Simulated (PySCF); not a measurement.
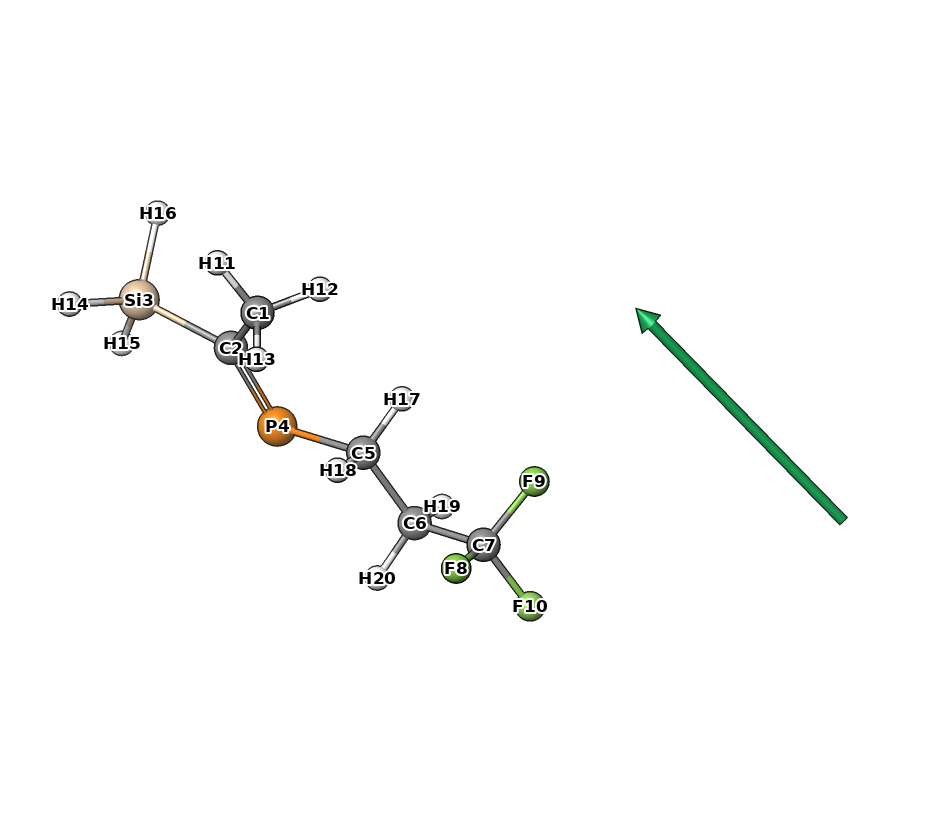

The arrow beside the molecule shows the direction of the dipole moment, from the negative to the positive end (its length means nothing). The geometry was computed by an optimisation with GFN2-xTB. No frequency run is at hand to confirm it as a minimum. Properties computed with PBE0/pcSseg-1, gas phase (PySCF 2.14.0).

> Estimate the dipole moment.

1.77 D; it points from the side of F10 to the side of H14, H16 (the outermost atoms at the two ends).

The geometry is semi-empirical. Around P, Si such bond lengths and angles can be off by a tenth of an ångström or more and by several degrees, and values that hang on the shape move with them.
